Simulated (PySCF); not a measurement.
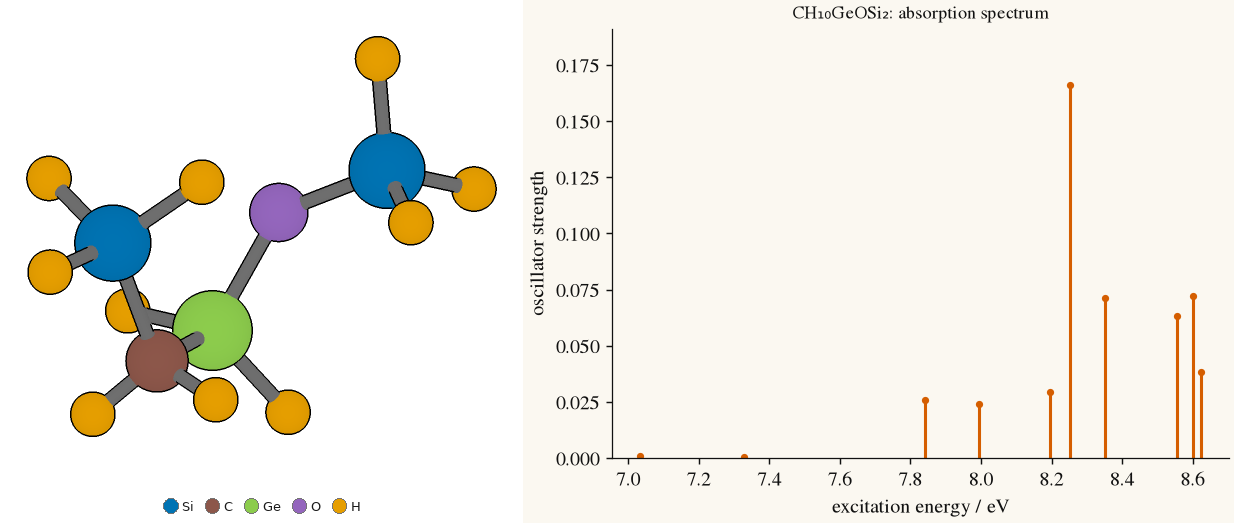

Computed absorption of CH₁₀GeOSi₂, SMILES [SiH3][CH2][GeH2][O][SiH3], singlet. Vertical TDDFT excitations, ωB97X-D/def2-SVPD with PySCF, at a PBE0-D3(BJ)/def2-SVP geometry (no frequency check), gas phase. Only the first 10 singlet excitations are included.

Question: Where is the lowest singlet, and is it bright?

Answer: S1 lies at 7.03 eV (176 nm) with f = 0.001, mainly HOMO → LUMO (85 %); it is dark or nearly so.

Question: Does any vertical transition fall in the visible?

Answer: No singlet lies below 3.1 eV (beyond 400 nm), so at this level no vertical transition falls in the visible.

Note: one conformer of a flexible molecule; core orbitals are frozen in the response.
